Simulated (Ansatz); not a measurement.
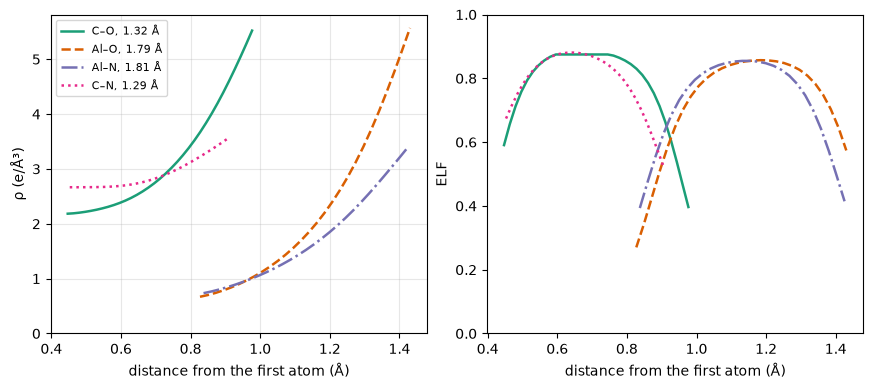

The picture shows: CH2AlNO2. Total electron density and electron localisation function along straight lines between neighbouring atoms. The curves leave out the atomic cores.

Geometry: PBE0-D4/def2-TZVP.

The calculation used Ansatz, RKS PBE0-D4/def2-TZVPP.

Input file:

```
crystal:
  periodic: [false, false, false]
  atoms:
    - {symbol: O, position_ang: [-0.046143, 0.877928, 1.669480]}
    - {symbol: C, position_ang: [-0.022676, 0.255243, 0.501003]}
    - {symbol: N, position_ang: [-1.010347, -0.356296, -0.067883]}
    - {symbol: Al, position_ang: [0.258544, -0.644704, -1.325961]}
    - {symbol: O, position_ang: [1.183544, 0.293838, -0.117492]}
    - {symbol: H, position_ang: [-0.947774, 0.778709, 2.002191]}
    - {symbol: H, position_ang: [0.646153, -1.272718, -2.707138]}
basis:
  gaussian: {orbitals: def2-TZVPP}
hamiltonian: {xc: pbe0, dispersion: d4}
output: {orbitals: {seedname: orbitals}}
```

Run with:

```sh
ansatz run in.yaml --threads 2 --pin off --events-out ev --progress --plain --max-ram 4352MiB
```

Compare the contacts.

Answer. C–O (1.32 Å): ρ is about 2.6 e/Å³ halfway; the ELF peaks at about 0.85 between the atoms, as expected for a polar covalent bond.
Al–O (1.79 Å): the density is about 0.79 e/Å³ at the midpoint; the ELF peaks at about 0.85 in the valence shell of O, 0.6 Å from its nucleus, and is about 0.50 at the midpoint.
Al–N (1.81 Å): the density is about 0.84 e/Å³ at the midpoint; the ELF peaks at about 0.85 in the valence shell of N, 0.7 Å from its nucleus, and is about 0.65 at the midpoint.
C–N (1.29 Å): the density is about 2.7 e/Å³ at the midpoint; the ELF peaks at about 0.90 between the atoms; a covalent bond.
